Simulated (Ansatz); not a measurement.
# Ge4MoW: further runs on a relaxed guess, part 2 of 2

This session takes a relaxed cell of Ge4MoW and sets out to compute bands, density of states and charges, tighten the relaxation and test it by its phonons.

Ansatz 0.2.0; DFT PBE, scalar-relativistic, plane waves, PAW. Earlier steps stand in the parts before.

### Step 5. Changed: occupations.method tetrahedron_uncorrected, dr2_threshold 1.0e-11, width left out

input.yaml

```yaml
crystal:
  lattice:
    - [3.3388759954, 0.0, 0.0]
    - [0.0, 3.3388759954, 0.0]
    - [0.0, 0.0, 8.3040488026]
  atoms:
    - { symbol: Ge, position: [0.0, 0.0, 0.6628605728] }
    - { symbol: Ge, position: [0.5, 0.5, 0.1615438393] }
    - { symbol: Ge, position: [0.0, 0.0, 0.3371394272] }
    - { symbol: Ge, position: [0.5, 0.5, 0.8384561607] }
    - { symbol: Mo, position: [0.0, 0.0, 0.0] }
    - { symbol: W, position: [0.5, 0.5, 0.5] }
basis:
  ecutwfc: 420
kpoints:
  mp_grid: { grid: [12, 12, 6] }
hamiltonian:
  xc: pbe
scf:
  occupations: { method: tetrahedron_uncorrected }
  convergence: { dr2_threshold: 1.0e-11 }
output:
  forces: true
  eigenvalues: true
  stress: true
```

Command:

```
$ ansatz run input.yaml --threads 4 --pin off --max-ram 8192MiB --backend cpu --events-out ev --progress --plain --runs-dir out
```

Log, shortened:

```text
Warning: RAYON_NUM_THREADS=4 ignored (pool sized by the plan → 4); use --threads N
[...]
Pseudopotentials: kind: paw
Pseudopotential: Ge, paw, valence charge 14, recommended cutoff 420 eV (normal), Ge.paw.azcp
Pseudopotential: Mo, paw, valence charge 14, recommended cutoff 420 eV (normal), Mo.paw.azcp
Pseudopotential: W, paw, valence charge 14, recommended cutoff 420 eV (normal), W.paw.azcp
Functional definition: PBE
[...]
Crystal: 6 atoms, lattice volume = 92.574 Å³
Basis set: ecut = 420 eV, 1819 PW (Γ), exchange–correlation on 48×48×120 points (8 copies of the dense FFT grid, shifted against one another)
Bands: 51, of which v1, the nominal top of the filled ones, is band 42 counted from 1 (41 counted from 0)
Symmetry: 16 space group operations
Space group: P4/mmm (ITA 123), of the structure as read, at distance tolerance 4.5e-5 Å
k-points: 112 of 864
[...]
SCF iter  12: F=-32520.967639 eV  HF=-32520.967639 eV  |F-HF|=1.09e-11  |Δ(HF+E_count)|=  3.64e-12  Δρ=5.29e-8  dr2=3.48e-12  ethr=1.00e-12  ⟨swp⟩=7.0  Hψ=23729  notcnv=0
[...]
SCF converged after 12 iterations
Free energy (F): -32520.967639 eV
[...]
E sigma→0 (E₀):  -32520.967639 eV
Entropy (-TS):   -0.000037 eV (-0.006 meV/atom)
Fermi energy:    16.923167 eV
[...]
--- Forces (eV/Å), atoms counted from 1 ---
  atom   1  Ge     0.00000000     0.00000000    -0.05841196
  atom   2  Ge     0.00000000     0.00000000    -0.03866210
  atom   3  Ge     0.00000000     0.00000000     0.05841196
  atom   4  Ge     0.00000000     0.00000000     0.03866210
  atom   5  Mo     0.00000000     0.00000000     0.00000000
  atom   6  W      0.00000000     0.00000000     0.00000000
[...]
--- Stress (GPa, compression-positive) ---
        0.078262       0.000000       0.000000
        0.000000       0.078262       0.000000
        0.000000       0.000000      -1.149241
  P = ⅓ Tr σ = -0.3309 GPa (-3.309 kbar)
--- Band table (eV; the first three rows and the last of 112) ---
[...]
```

Run time: 9.1 s. Hardware: 4 threads of Intel Xeon Platinum 8259CL at 2.50GHz (Skylake/Cascade Lake), shared host; peak memory 0.76 GiB.

| run | ending | energy change | pressure (GPa) | gap (eV) | force (eV/Å) | cycles | time |
| --- | --- | --- | --- | --- | --- | --- | --- |
| step 4 | converged | 0 | 0.0 | 0.00 | 0.00 | 30 | 33 s |
| variant | converged | +2.5 meV/atom (σ→0) | -0.3 | 0.00 | 0.06 | 12 | 9.1 s |

Changing the smearing and convergence setting moves the energy by +2.5 meV/atom (σ→0 values), and the pressure goes from 0.0 to -0.3 GPa and the largest force goes from 0.00 to 0.06 eV/Å.

### Step 6. Phonons on a q mesh

input.yaml

```yaml
crystal:
  lattice:
    - [3.3388759954, 0.0, 0.0]
    - [0.0, 3.3388759954, 0.0]
    - [0.0, 0.0, 8.3040488026]
  atoms:
    - { symbol: Ge, position: [0.0, 0.0, 0.6628605728] }
    - { symbol: Ge, position: [0.5, 0.5, 0.1615438393] }
    - { symbol: Ge, position: [0.0, 0.0, 0.3371394272] }
    - { symbol: Ge, position: [0.5, 0.5, 0.8384561607] }
    - { symbol: Mo, position: [0.0, 0.0, 0.0] }
    - { symbol: W, position: [0.5, 0.5, 0.5] }
basis:
  ecutwfc: 420
kpoints:
  mp_grid: { grid: [12, 12, 6] }
hamiltonian:
  xc: pbe
scf:
  occupations: { method: fermi_dirac, width: 0.15 }
output:
  eigenvalues: true
phonons:
  method: dfpt
  eigenvectors: true
  qmesh: [2, 2, 1]
  temperatures: { t_max: 1000, t_step: 100 }
  qpath:
    path:
      - [[0.0, 0.0, 0.0], [0.0, 0.5, 0.0], [0.5, 0.5, 0.0], [0.0, 0.0, 0.0], [0.0, 0.0, 0.5], [0.0, 0.5, 0.5], [0.5, 0.5, 0.5], [0.0, 0.0, 0.5]]
      - [[0.0, 0.5, 0.0], [0.0, 0.5, 0.5]]
      - [[0.5, 0.5, 0.0], [0.5, 0.5, 0.5]]
    npoints: 8
```

Command:

```
$ ansatz run input.yaml --threads 4 --pin off --max-ram 8192MiB --backend cpu --events-out ev --progress --plain --runs-dir out
```

Log:

```text
Warning: RAYON_NUM_THREADS=4 ignored (pool sized by the plan → 4); use --threads N
band count auto-derived: 52 (N_el = 84.0; filled up to band 42; 51 by the electrons, moments and atoms)
[... 10 set-up lines as earlier in the session ...]
Crystal: 6 atoms, lattice volume = 92.574 Å³
Basis set: ecut = 420 eV, 1819 PW (Γ), exchange–correlation on 48×48×120 points (8 copies of the dense FFT grid, shifted against one another)
Bands: 52, of which v1, the nominal top of the filled ones, is band 42 counted from 1 (41 counted from 0)
[... 1 set-up line as earlier in the session ...]
k-points: 112 of 864
[... 10 set-up lines as earlier in the session ...]
SCF iter   1: F=—  HF=-32521.044957 eV  |F-HF|=—  |Δ(HF+E_count)|=         —  Δρ=2.75e-3  dr2=5.81e-3  ethr=1.77e-3  ⟨swp⟩=6.0  Hψ=23296  notcnv=0
preconditioner: auto → Kerker (q_TF=auto, 2.684 Å⁻¹)  [metal: Δε(μ)=0.014 eV  Ē_g=19.606 eV  σ=0.150 eV  W_gap=0.02  n_scr=30 (ndim 8)  ℏωp=31.8 eV  f_vac=0.000  D(μ)=1.68/eV (n_scr^D=4)]
SCF iter   2: F=—  HF=-32521.045997 eV  |F-HF|=—  |Δ(HF+E_count)|=   1.04e-3  Δρ=1.63e-3  dr2=2.41e-3  ethr=6.92e-6  ⟨swp⟩=1.7  Hψ=6834  notcnv=0
SCF iter   3: F=—  HF=-32521.046371 eV  |F-HF|=—  |Δ(HF+E_count)|=   3.74e-4  Δρ=2.37e-4  dr2=8.30e-5  ethr=2.87e-6  ⟨swp⟩=2.2  Hψ=6870  notcnv=0
SCF iter   4: F=—  HF=-32521.046342 eV  |F-HF|=—  |Δ(HF+E_count)|=   2.93e-5  Δρ=1.11e-4  dr2=1.71e-5  ethr=9.88e-8  ⟨swp⟩=2.0  Hψ=9249  notcnv=0
SCF iter   5: F=—  HF=-32521.046342 eV  |F-HF|=—  |Δ(HF+E_count)|=   3.41e-7  Δρ=3.31e-5  dr2=2.43e-6  ethr=2.04e-8  ⟨swp⟩=2.1  Hψ=9197  notcnv=0
SCF iter   6: F=—  HF=-32521.046340 eV  |F-HF|=—  |Δ(HF+E_count)|=   1.74e-6  Δρ=1.06e-5  dr2=3.11e-7  ethr=2.90e-9  ⟨swp⟩=1.4  Hψ=5917  notcnv=0
SCF iter   7: F=—  HF=-32521.046340 eV  |F-HF|=—  |Δ(HF+E_count)|=   1.97e-8  Δρ=2.33e-6  dr2=2.11e-8  ethr=3.71e-10  ⟨swp⟩=2.0  Hψ=6698  notcnv=0
SCF iter   8: F=—  HF=-32521.046340 eV  |F-HF|=—  |Δ(HF+E_count)|=   1.70e-9  Δρ=1.03e-6  dr2=1.96e-9  ethr=2.51e-11  ⟨swp⟩=2.0  Hψ=8915  notcnv=0
SCF iter   9: F=—  HF=-32521.046340 eV  |F-HF|=—  |Δ(HF+E_count)|=  8.29e-10  Δρ=4.66e-7  dr2=2.86e-10  ethr=2.34e-12  ⟨swp⟩=2.0  Hψ=9589  notcnv=0
SCF iter  10: F=—  HF=-32521.046340 eV  |F-HF|=—  |Δ(HF+E_count)|=  6.55e-11  Δρ=1.01e-7  dr2=1.49e-11  ethr=1.00e-12  ⟨swp⟩=2.0  Hψ=7838  notcnv=0
SCF iter  11: F=-32521.046340 eV  HF=-32521.046340 eV  |F-HF|=3.64e-12  |Δ(HF+E_count)|=  7.28e-12  Δρ=2.12e-8  dr2=4.96e-13  ethr=1.00e-12  ⟨swp⟩=5.0  Hψ=21129  notcnv=0
SCF 1 converged in 11 iterations: F = -32521.046340 eV  dr2 = 4.96e-13
phonons: the bands overlap, so this run is a metal and interpolates without the dipole-dipole term. If the crystal is really an insulator or semiconductor, its LO-TO splitting is missing
NSCF: frozen V_eff on 112 k-points
NSCF: frozen V_eff on 196 k-points
DFPT response loops at q = (0, 0, 0) (fractional): preconditioner auto → Kerker (q_TF=auto, 2.684 Å⁻¹) (partly filled bands, converged f_vac=0.000); β = 1.00, the filter's whole step (`scf.mixing.beta` (0.50) is not read by the response loops under this deck's `scf.mixing.preconditioner`; to damp them name `kerker` or `kerker_dos`, under which they read `scf.mixing.beta`, and type it under 1.00, their step now; both keys bind the ground state too); Broyden in place of MSR1
NSCF: frozen V_eff on 392 k-points
DFPT response loops at q = (0, -0.5, 0) (fractional): mixed as the last ones told, above
NSCF: frozen V_eff on 392 k-points
DFPT response loops at q = (-0.5, -0.5, 0) (fractional): mixed as the last ones told, above
SCF converged after 11 iterations
Free energy (F): -32521.046340 eV
Harris-Foulkes:  -32521.046340 eV  (|F-HF|=3.64e-12)
Internal energy: -32520.919100 eV  (E = F + TS)
E sigma→0 (E₀):  -32520.982720 eV
Entropy (-TS):   -0.127241 eV (-21.207 meV/atom)
Fermi energy:    16.926662 eV
--- Per-component energies (eV) ---
  E_band       = -408.032929
  E_kinetic    = 1343.343368
  E_local      = -9235.435511  (includes V_loc(G=0)·N_el)
  E_nonlocal   = 1820.107772
  E_hartree    = 3959.121038
  E_xc         = -756.286675
  E_vxc        = -731.462212  (∫ρ·V_xc dr)
  E_paw        = -19845.009016  (= ΣΔE_a)
  E_vpaw       = -1522.829727  (= ΣTr[D̂ρ^β])
  E_aug_tail   = 0.001298  (compensation charges beyond the density's cutoff)
  E_ewald      = -9806.761372
  E_smearing   = -0.127241  (= −TS)
  E_closure    = -0.000000  (closes the sum)
  Σ components = -32521.046340   (vs F -32521.046340, Δ=0.00e0)
--- Band table (eV; the first three rows and the last of 112) ---
  k-point 0: bands = ["-57.0960", "-43.9802", "-21.3461", "-21.3313", "-21.3313", "-18.0942", "-18.0515", "-18.0515", "-7.8474", "-7.8024", "-7.7952", "-7.7933", "-7.7925", "-7.7925", "-7.7876", "-7.7700", "-7.7531", "-7.7531", "-7.7238", "-7.7110", "-7.7110", "-7.7108", "-7.7021", "-7.6767", "-7.6740", "-7.6740", "-7.6692", "-7.6566", "3.3104", "5.1178", "6.3439", "10.9323", "12.0248", "14.0223", "14.3036", "14.6012", "14.6012", "15.2785", "16.4328", "16.4328", "16.4563", "16.4563", "17.2890", "17.6506", "19.4355", "19.4528", "20.3641", "20.3641", "20.5769", "20.8942", "21.8796", "21.8796"]
  k-point 1: bands = ["-57.0960", "-43.9802", "-21.3461", "-21.3313", "-21.3313", "-18.0942", "-18.0515", "-18.0515", "-7.8437", "-7.8019", "-7.7947", "-7.7939", "-7.7907", "-7.7907", "-7.7881", "-7.7789", "-7.7576", "-7.7576", "-7.7154", "-7.7102", "-7.7067", "-7.7067", "-7.7027", "-7.6762", "-7.6756", "-7.6756", "-7.6697", "-7.6598", "3.3744", "4.8286", "6.7242", "10.2620", "12.7472", "14.0322", "14.2918", "14.6540", "14.6540", "15.3251", "15.8955", "15.8955", "17.0731", "17.0731", "17.2892", "17.6504", "18.6318", "18.8921", "19.9931", "19.9931", "21.0905", "21.6142", "22.0530", "22.2464"]
  k-point 2: bands = ["-57.0960", "-43.9802", "-21.3461", "-21.3313", "-21.3313", "-18.0942", "-18.0515", "-18.0515", "-7.8335", "-7.8003", "-7.7961", "-7.7956", "-7.7934", "-7.7895", "-7.7856", "-7.7856", "-7.7669", "-7.7669", "-7.7085", "-7.7041", "-7.6995", "-7.6977", "-7.6977", "-7.6804", "-7.6804", "-7.6748", "-7.6710", "-7.6687", "3.5594", "4.3619", "7.4681", "9.2959", "13.8438", "14.0552", "14.2648", "14.8120", "14.8120", "15.3345", "15.4363", "15.4363", "17.2895", "17.6500", "17.6966", "17.7642", "17.7642", "18.0084", "19.2944", "19.2944", "21.8091", "22.2953", "22.3445", "22.9427"]
  k-point 111: bands = ["-57.0877", "-43.9605", "-21.4504", "-21.4504", "-21.3181", "-18.1880", "-18.1880", "-18.0603", "-7.8003", "-7.8003", "-7.7989", "-7.7966", "-7.7966", "-7.7847", "-7.7714", "-7.7635", "-7.7457", "-7.7378", "-7.7044", "-7.7001", "-7.6904", "-7.6887", "-7.6887", "-7.6864", "-7.6855", "-7.6855", "-7.6730", "-7.6651", "7.3820", "7.5362", "10.0246", "10.1374", "11.2045", "11.2045", "11.2548", "11.2548", "14.1385", "14.1904", "14.8587", "14.8587", "15.0108", "15.0108", "16.4848", "16.5882", "18.7050", "19.3594", "20.1136", "20.6409", "20.9589", "20.9589", "21.2978", "21.4967"]
--- Phonons (Γ-DFPT): 8 representative perturbations + reference (Σ response iterations 27) ---
  ASR residual: 1.316e-3 → 0.000e0 eV/Å²; symmetrization residual: 4.806e-5 eV/Å²
  ASR residual per site (eV/Å²): 3.62e-5 3.96e-5 3.62e-5 3.96e-5 1.32e-3 8.19e-4
  Γ frequencies (cm⁻¹): 0.00 0.00 0.00 122.38 122.38 128.85 128.85 149.06 172.85 172.85 182.63 186.01 186.01 195.14 195.14 216.78 237.44 256.07
--- Phonons (arbitrary-q DFPT): 3 irreducible q on the 2×2×1 mesh ---
  q = [0.0000, 0.0000, 0.0000] (star 1, of the zone-centre solve; hermiticity 7.99e-6, symmetrization 1.02e-12): -0.00 -0.00 0.00 122.38 122.38 128.85 128.85 149.06 172.85 172.85 182.63 186.01 186.01 195.14 195.14 216.78 237.44 256.07
  q = [0.0000, -0.5000, 0.0000] (star 2, 12 solved perturbations on 196 of 864 k-point pairs; hermiticity 3.06e-6, symmetrization 2.32e-8): 104.36 118.48 131.90 136.94 137.23 139.33 141.53 144.45 164.68 165.33 169.82 176.79 196.04 209.10 212.11 213.45 259.93 268.21
  q = [-0.5000, -0.5000, 0.0000] (star 1, 8 solved perturbations in 1232 linear systems a pass and spin channel, the states on 196 of 864 k-point pairs; hermiticity 2.59e-6, symmetrization 7.61e-10): 115.99 115.99 117.27 145.17 157.48 157.48 159.01 168.24 168.24 175.63 207.35 207.35 228.15 230.61 230.61 231.06 232.89 232.89
  sum rule: each row above includes the acoustic sum rule's correction from the zone centre's row sums; it moved no ω² by more than (1.93 cm⁻¹)²
  mesh force constants: q→R imaginary residual 9.33e-18; ASR residual 1.316e-3 → 0.000e0 eV/Å²; symmetrization residual 8.882e-15 eV/Å²
  interpolated dispersion: 75 rows × 18 modes
  density of states and harmonic sums: on the 18×18×8 q-mesh, interpolated from the force constants of a 2×2×1 supercell (no non-analytic term)
  largest difference from the sums on the solved wave vectors: F 1.49e-1 eV, S 2.14e-4 and C_V 6.45e-5 eV/K
  zero-point energy: 0.190679 eV/cell   skipped modes (ω ≤ 0): 3   left out of the sums: 6.43e-5 of the cell's modes: C_V's classical limit lies that fraction below 3 k_B per atom; for a crystal, a wire or a layer, F and S can be off by more, and a phonons.interpolated_qmesh denser along its periods is the remedy for the sampling
```

It took 11 min on 4 threads of Intel Xeon Platinum 8259CL at 2.50GHz (Skylake/Cascade Lake), shared host; peak memory 2.8 GiB.

From phbands.tsv, interpolated from the 2×2×1 mesh, the frequencies at the labelled points (cm⁻¹; i: imaginary):

```
point                                                              frequencies
    X  104 118 132 137 137 139 142 144 165 165 170 177 196 209 212 214 260 268
    M  116 116 117 145 158 158 159 168 168 176 207 207 228 231 231 231 233 233
    Z       65 65 79 79 97 108 151 151 168 168 185 187 187 194 194 208 248 254
    R  104 120 137 137 142 145 147 148 152 163 164 169 182 193 237 239 249 262
    A  121 124 124 149 149 155 156 164 170 170 210 210 229 230 230 231 231 233
```

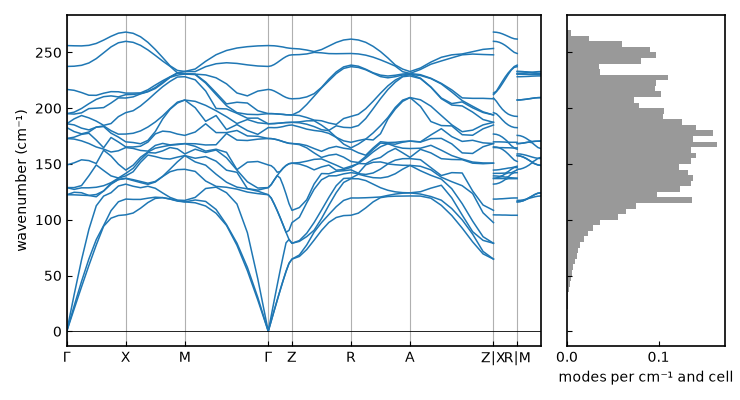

Phonon dispersion and density of states; imaginary frequencies are drawn below zero.

Harmonic thermodynamics from phthermo.tsv, per atom:

| T (K) | F_vib (meV) | S (k_B) | C_V (k_B) |
| --- | --- | --- | --- |
| 0 | 31.8 | 0.00 | 0.00 |
| 100 | 28.8 | 1.10 | 1.86 |
| 200 | 12.0 | 2.70 | 2.63 |
| 300 | -16.3 | 3.81 | 2.83 |
| 400 | -52.9 | 4.63 | 2.90 |
| 500 | -95.7 | 5.29 | 2.94 |
| 600 | -143.6 | 5.82 | 2.96 |
| 700 | -195.8 | 6.28 | 2.97 |
| 800 | -251.7 | 6.68 | 2.97 |
| 900 | -310.7 | 7.03 | 2.98 |
| 1000 | -372.7 | 7.34 | 2.98 |

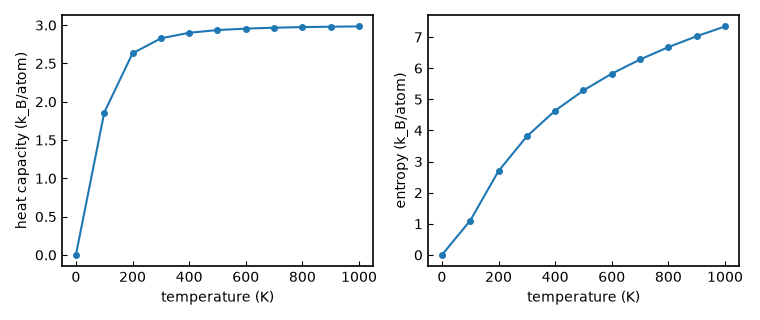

Harmonic heat capacity and entropy; the classical limit of the heat capacity is 3 k_B.

### Step 7. What came out

The summary covers parts 1 to 2.

```
                       quantity                                   value
                            gap                            none (metal)
      states at the Fermi level                    1.49 per eV per cell
                  Bader charges  Ge -0.16 to -0.15, Mo +0.31, W +0.32 e
highest frequency on the q mesh                                268 cm⁻¹
              zero-point energy                           31.8 meV/atom
             S and C_V at 300 K                  3.81 and 2.83 k_B/atom
```

**Reading.** Bands cross the Fermi level: a metal at this level of theory. Of the projected weight within 0.25 eV of the Fermi level, the largest part is Mo 4d (38 %) and W 5d (37 %). Bader charges go up to 0.3 e. No mode on the 2×2×1 mesh is imaginary. The q mesh is coarse, so values between its points are rough. At 300 K the heat capacity has reached 94 % of the Dulong–Petit value, so most modes are already excited. These runs have no spin-orbit coupling; with W it would split and shift bands. In a metal such response values depend on mesh and smearing, which were not converged here.
